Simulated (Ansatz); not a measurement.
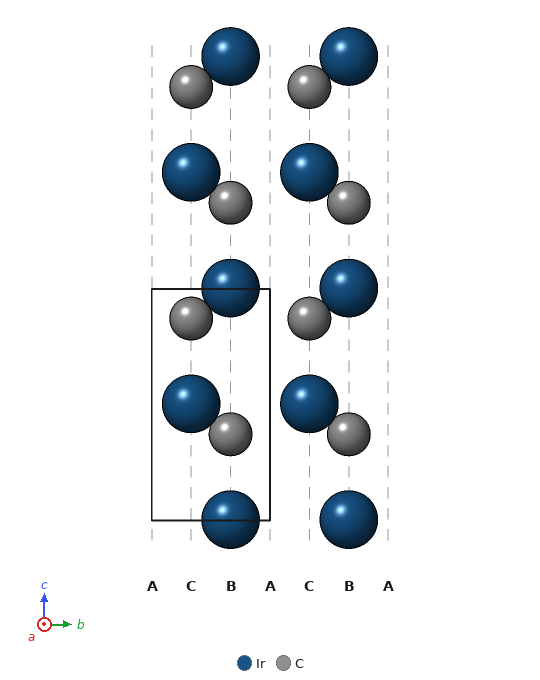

The picture looks along a close-packed row of the hexagonal mesh; c points upwards. The dashed lines mark the three columns A (0, 0), B (1/3, 2/3) and C (2/3, 1/3). The sequence starts with the first layer at or above the cell's origin.

System IrC (space group P6_3mc, No. 186); source of the atomic positions: the geometry relaxed with DFT, PBE, PAW with Ansatz's default frozen-core files, scalar-relativistic (Ansatz); the starting structure was generated, so it need not be a known form of this composition.

### Read off the stacking sequence over one period.

Ir(B) – C(B) – Ir(C) – C(C) (four layers in 5.48 Å).

### How are the C layers alone stacked?

C layers alone: BC, the hexagonal close-packed type.

### Which positions between or in the C layers do the other atoms fill?

Ir: two tetrahedral sites, counted in one hexagonal cell.

### What short polytype symbol fits?

Polytype symbol 2H, the symbol of a tetrahedral polytype (number of double layers in the repeat and lattice).
